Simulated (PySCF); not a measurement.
SMILES COCCC(C)=O (C5H10O2), GFN2-xTB optimised geometry. Atoms within 1.6 Å of the plane z = 0.0 Å (x, y, z in Å): C1 (2.20, -0.49, 0.00), O2 (0.80, -0.49, 0.00), C3 (0.24, 0.81, 0.00), C4 (-1.28, 0.71, -0.07), C5 (-1.69, 0.22, -1.45), C6 (-1.77, -1.27, -1.58), H8 (2.51, -1.53, 0.00), H9 (2.60, 0.01, -0.89), H10 (2.60, 0.02, 0.89), H11 (0.62, 1.39, -0.86), H12 (0.54, 1.34, 0.92), H13 (-1.63, 0.03, 0.70), H14 (-1.70, 1.71, 0.09), H15 (-2.60, -1.64, -0.97), H16 (-0.85, -1.71, -1.19).

Computed with B3LYP/def2-SVP run with PySCF 2.14.0. Cells within 0.4 Å of a nucleus heavier than hydrogen are left out (blank, or x).

Map of the deformation density (molecule minus spherical neutral atoms) (e/bohr³) on the plane z = 0.0 Å:

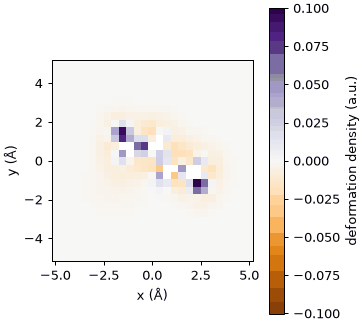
Fig. 1. Deformation density (molecule minus spherical neutral atoms) (e/bohr³) on the plane z = 0.0 Å.
